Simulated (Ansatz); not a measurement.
**TiAl3, pressure series**

Consider TiAl3 (space group I4/mmm, No. 139; a = 3.8456 Å, c = 8.6194 Å).

Cell and atoms are relaxed at each pressure.

Level of theory: Ansatz (a quantum-chemistry and plane-wave program) PBE, scalar-relativistic without spin-orbit coupling, earlier PAW set.

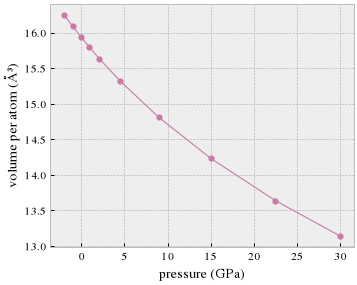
Fig. 1. Volume per atom against pressure

```json
[
 {"pressure (GPa)": "-2", "volume per atom": "16.25 Å³"},
 {"pressure (GPa)": "-1", "volume per atom": "16.09 Å³"},
 {"pressure (GPa)": "0.9", "volume per atom": "15.80 Å³"},
 {"pressure (GPa)": "2.1", "volume per atom": "15.63 Å³"},
 {"pressure (GPa)": "4.5", "volume per atom": "15.32 Å³"},
 {"pressure (GPa)": "9", "volume per atom": "14.81 Å³"},
 {"pressure (GPa)": "15", "volume per atom": "14.23 Å³"},
 {"pressure (GPa)": "22.5", "volume per atom": "13.64 Å³"},
 {"pressure (GPa)": "30", "volume per atom": "13.14 Å³"}
]
```

Load acts through the strain it causes; cell and atoms are relaxed under it. No phonon test of stability was made. No other phases were tried under pressure. All final runs are without spin polarisation.
